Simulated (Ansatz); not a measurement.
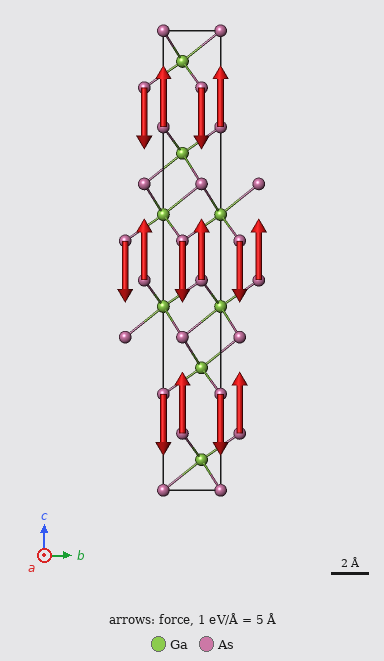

Starting geometry of crystalline Ga₂As₃ (built on the tetradymite_166 type) (coarse preliminary run) with the computed forces as red arrows. Style: ball-and-stick. Shown: the conventional cell (3 times the calculation's cell), along the a axis. Lengths and directions refer to the drawn axes.

Case: tetradymite type (R-3m, No. 166).

All numbers below come from DFT PBE, scalar-relativistic, plane waves, PAW in Ansatz.

Input file:
```yaml
crystal:
  lattice:
    - [1.833249757, 1.0584272406, 8.4980425497]
    - [-1.833249757, 1.0584272406, 8.4980425497]
    - [0.0, -2.1168544813, 8.4980425497]
  atoms:
    - { symbol: Ga, position: [0.4, 0.4, 0.4] }
    - { symbol: Ga, position: [0.6, 0.6, 0.6] }
    - { symbol: As, position: [0.0, 0.0, 0.0] }
    - { symbol: As, position: [0.2095, 0.2095, 0.2095] }
    - { symbol: As, position: [0.7905, 0.7905, 0.7905] }
basis:
  ecutwfc: 420
kpoints:
  mp_grid: { grid: [6, 6, 6] }
hamiltonian:
  xc: pbe
scf:
  occupations: { method: gaussian, width: 0.1 }
  lower_state_search: "off"
output:
  forces: true
  stress: true
  eigenvalues: true
relax:
  adjacent_minimum: "off"
  f_tol: 0.04
  max_steps: 70
  cell: { stress_tol: 0.4 }
```

Launched with:
```bash
ansatz run input.yaml --threads 1 --pin off --max-ram 2560MiB --backend cpu --events-out ev --progress --plain --runs-dir out
```

**What follows when this structure is relaxed?**

It isn't relaxed: the largest force vector, on As atoms, is 0.69 eV/Å. The atoms end up moving mostly along the starting forces (cosine between the two patterns 0.94). After 6 accepted moves (7 points after the start) the energy has fallen by 0.687 eV per cell of the calculation. Largest force component: 0.69 eV/Å at the start, 0.0026 eV/Å at the end. The pressure goes from 1.03 to 0.03 GPa. At 1 point the geometry stayed and the basis and grid were re-selected for the new cell (energy shift of 1.3 meV per cell of the calculation at most each time). The largest moves relative to the cell, 0.33 Å, are those of As4 and As5. As5 goes along +c. By element the largest moves are As 0.33 Å, Ga 0.17 Å. The volume changes by +3.8 %, with a 3.667 → 3.865 Å (+5.4 %), b 3.666 → 3.865 Å (+5.4 %), c 25.494 → 23.821 Å (−6.6 %). Some distances before and after: As4–As5 3.042 → 2.620 Å, Ga1–As5 2.570 → 2.907 Å, Ga1–As3 2.715 → 2.645 Å. Among the angles between lasting bonds that change: Ga1–As3–Ga2 95.0° → 86.1°, As3–Ga2–As3 85.0° → 93.9°, Ga1–As3–Ga1 85.0° → 93.9°. The space group stays R-3m (No. 166).
